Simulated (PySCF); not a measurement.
Molecule: Ge(F)2(Cl)2, SMILES [F][Ge]([F])([Cl])[Cl]. Atoms near the plane z = 0.0 Å, at the B3LYP/def2-SVP optimised geometry (x, y, z in Å): F1 (1.2, -1.0, 0.0), Ge2 (-0.5, -1.0, 0.0), Cl5 (-1.2, 1.0, 0.0).

Method: PySCF with B3LYP/def2-TZVP. Cells within 0.4 Å of a nucleus heavier than hydrogen are left out (blank, or x). The values are rescaled to run from 0 to 1.

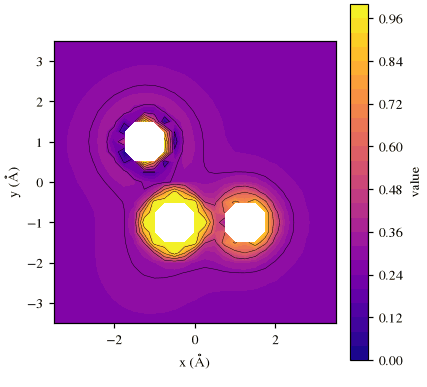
Figure: a field on the plane z = 0.0 Å.

Task: Which quantity is mapped?
A) deformation density (molecule minus spherical neutral atoms)
B) Laplacian of the electron density
C) log10 of the electron density
D) an orbital amplitude

Result: B, Laplacian of the electron density. In full: Laplacian of the electron density (e/bohr⁵), clipped to [-1.50, 1.50].
